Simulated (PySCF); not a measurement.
## A study: C$_{3}$H$_{5}$, doublet, SMILES `[CH]1CC1`

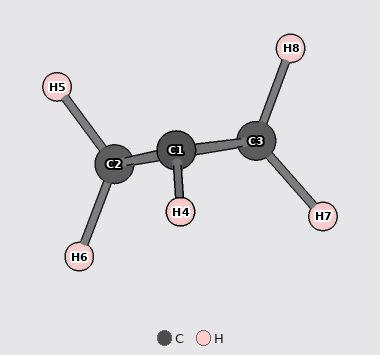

The molecule, with its atoms numbered as below. No frequency check shows the geometry to be a minimum.

Cartesian coordinates (Å):

```
C1       0.0002   -0.8696    0.1679
C2      -0.7593    0.3621   -0.0307
C3       0.7591    0.3624   -0.0307
H4       0.0004   -1.7974   -0.3622
H5      -1.2490    0.8197    0.8189
H6      -1.3034    0.5140   -0.9575
H7       1.3032    0.5144   -0.9575
H8       1.2487    0.8202    0.8189
```

Part 1: Bonding charge

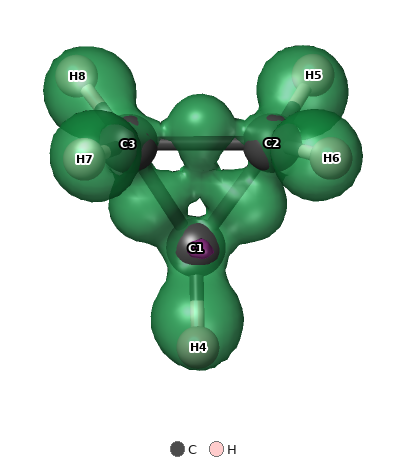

Deformation density (molecule less spherical, spin-averaged free atoms at the same positions), surfaces at ±0.16 e/Å³; green: gain, purple: loss.

PySCF calculation, PBE0/cc-pVTZ, gas phase; geometry: GFN2-xTB. The stability of the open-shell solution wasn't checked. GFN2-xTB doesn't know the spin state, so this open-shell geometry is rough.

Question: How much density has each bond gained at its critical point, relative to the free atoms?

Answer: C1–H4: +0.80 e/Å³ at the bond critical point (bond length 1.07 Å, Mayer order 1.0). C2–H5 and C3–H8: +0.76 e/Å³ at the bond critical point (bond length 1.08 Å, Mayer order 1.0). C2–H6 and C3–H7: +0.76 e/Å³ at the bond critical point (bond length 1.08 Å, Mayer order 1.0). C1–C3 and C1–C2: +0.42 e/Å³ at the bond critical point (bond length 1.46 Å, Mayer order 1.0). C2–C3: +0.32 e/Å³ at the bond critical point (bond length 1.52 Å, Mayer order 0.9). In all, 1.7 electrons gather in the regions of gain relative to the promolecule.

Part 2: Bond critical points

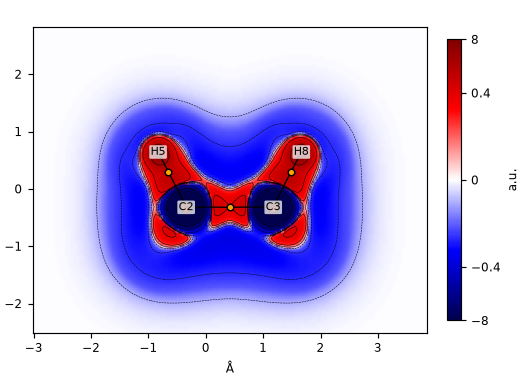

Negative Laplacian of the density (−∇²ρ) in the plane of C2, C3, H5 and H8 (red positive, blue negative, colour scale in a.u., logarithmic beyond ±0.04), with bond paths and bond critical points (dots).

Question: At which bond critical points in this plane is charge locally concentrated, and at which depleted?

Answer: Concentrated (∇²ρ < 0): C2–H5 and C3–H8 (−1.12 a.u.); C2–C3 (−0.42 a.u.). At none is it depleted.

Question: Where along C2–H5 does the critical point lie?

Answer: 0.69 Å from C2 and 0.39 Å from H5.

Part 3: Local ionisation energy

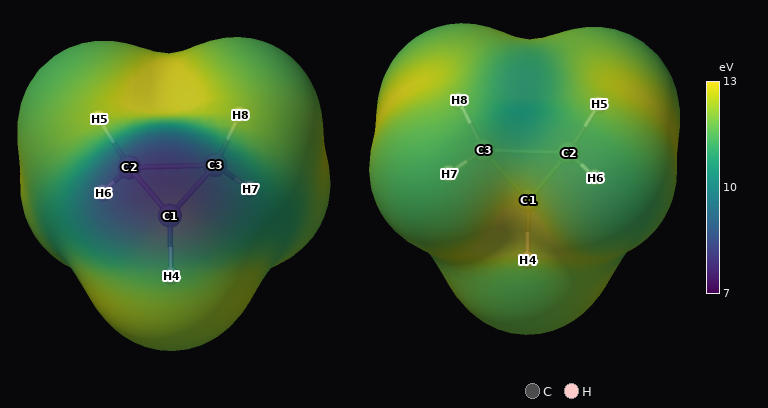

Average local ionisation energy on the surface of electron density 0.001 a.u. (back view left, front view right).

Question: Where are the most loosely bound electrons on this surface?

Answer: The lowest value is 7.7 eV, 2.0 Å from C1. Further minima include 10.4 eV, off the C2–C3 bond (2.0 to 2.1 Å from its atoms); 11.3 eV, 1.5 Å from H4; 11.4 eV, 1.4 Å from H7, and at like points elsewhere. For comparison, the highest occupied orbital lies at −6.3 eV.

Part 4: Spin density

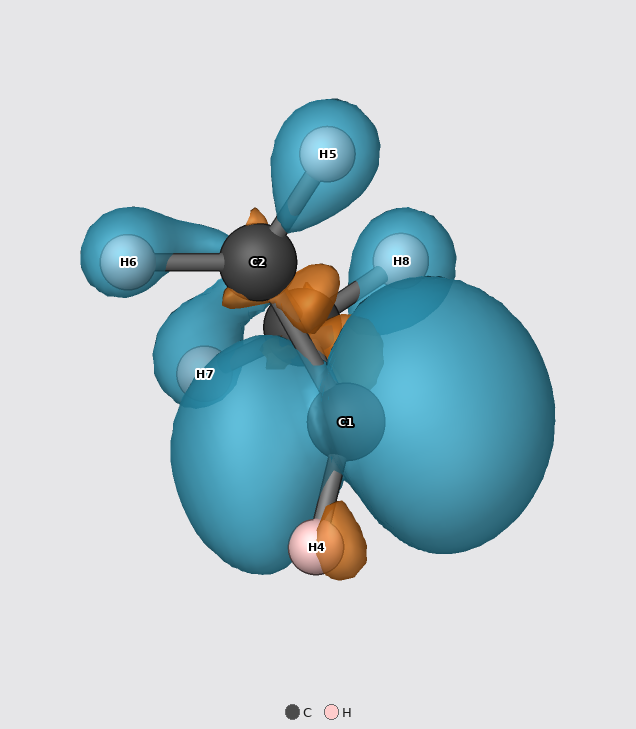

Spin density ρα − ρβ at ±0.02 e/Å³ (light blue: excess α, orange: excess β).

Question: Where is the unpaired spin?

Answer: Hirshfeld spin populations: C1 +0.73, C2 and C3 +0.06 and H4 +0.06. ⟨S²⟩ = 0.75, as for a pure state. The picture also shows regions of β spin from spin polarisation; the Hirshfeld sums, whose atoms overlap, net them against the α spin of neighbours.

Part 5: In an electric field

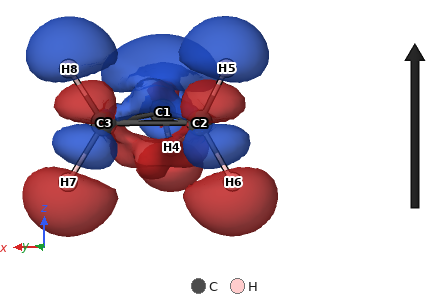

Change of the electron density in a uniform field of 0.10 V/Å along +z (arrow), surfaces at ±0.0008 e/Å³ (red: gain, blue: loss).

Level of theory: BLYP/6-311G** (PySCF), at a geometry from GFN2-xTB. A basis without diffuse functions makes polarisabilities too small. The stability of the open-shell solution wasn't checked. GFN2-xTB doesn't know the spin state, so this open-shell geometry is rough.

Question: What dipole is induced, and what polarisability does it imply?

Answer: The induced dipole is 0.14 D (along the field); α along this axis, from the fields in both directions, is 28 bohr³ (4.1 Å³).

Question: Which atoms gain and lose the most charge?

Answer: Electrons gather most on H6 and H7 alike (Hirshfeld charge changes by −0.003 e) and leave H5 and H8 alike most (+0.003 e); 0.016 electrons are displaced in all.

The PySCF runs shown took 20 s and 19 s on 1 thread of Arm Neoverse V2, with other jobs on the host.
